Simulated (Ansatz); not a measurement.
ClN2Si (SMILES Cl[Si]1=N[N-]1) (charge −1)

```xyz
4

Cl   -0.4298    1.5572    0.5571
N     0.4719   -1.5036    0.1497
N     0.7132   -1.0392   -0.9577
Si   -1.0309   -0.4620   -0.4183
```

Geometry: B3LYP-D3(BJ)/def2-SVPD.

Method: isolated molecule in a Gaussian basis; Kohn-Sham density functional theory, functional PBE0 (Ansatz).

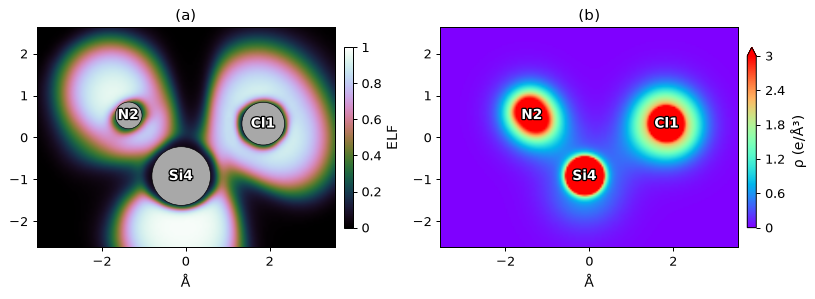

Figure 1. (a) electron localisation function; (b) total electron density on the plane of atoms Cl1, Si4 and N2. Grey discs cover the atomic cores in the ELF map.

What do the fields say about this system?

Answer. Atoms in the plane: Cl, N and Si.
Si–N (1.91 Å): ρ at the midpoint is about 0.73 e/Å³; the ELF peaks at about 0.80 in the valence shell of N, 0.6 Å from its nucleus, and is about 0.55 at the midpoint.
Si–Cl (2.32 Å): the density is about 0.54 e/Å³ at the midpoint, with its minimum of 0.42 e/Å³ about 0.9 Å from Si; the ELF peaks at about 0.85 between the atoms (a polar covalent bond).
The ELF also peaks beside Si4, Cl1 and N2, away from the bonds: lone-pair regions.

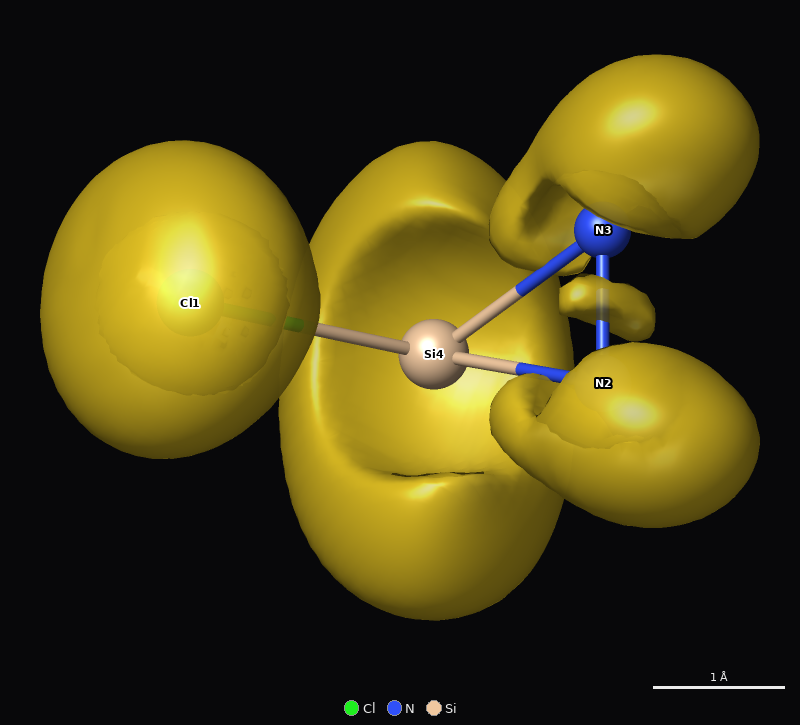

Figure 2. Isosurface of the ELF at 0.8 (yellow), seen from one side. Only the valence region is drawn (cores and ρ < 0.01 e/Å³ removed).

Identify the bonds, lone pairs and shells in this picture.

Answer. The ELF exceeds this value in one region between bonded N–N atoms (shared pairs), two lobes on N, pointing away from the bonds (lone pairs), one lobe on Si, pointing away from the bonds (lone pairs) and one region wrapped around Cl (its lone pairs, merged into a ring or cap). Profiles from the grid: N–N (1.22 Å): the ELF peaks at about 0.85 between the atoms: a multiple bond.

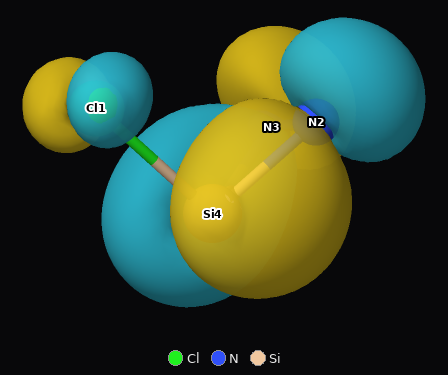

Figure 3. The HOMO at ±0.08 Å⁻³ᐟ² (yellow and cyan are the two phases), seen at a tilt.

Describe this orbital and give its energy.

Answer. Its weight (Hirshfeld) is mainly on Si4 (about 35 %), N2 (about 30 %) and N3 (about 30 %). Its energy is −0.47 eV.

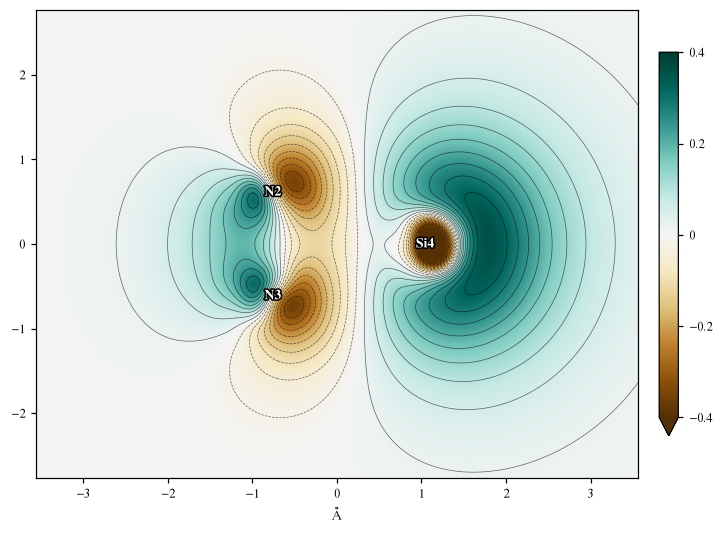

Figure 4. The HOMO−1 on the plane of atoms N2, Si4 and N3 (values in Å⁻³ᐟ²; the overall sign is arbitrary).

What is the character of this orbital?

Answer. It lies mainly on Si4 (about 65 %) and Cl1 (about 25 %). Its energy is −2.18 eV.
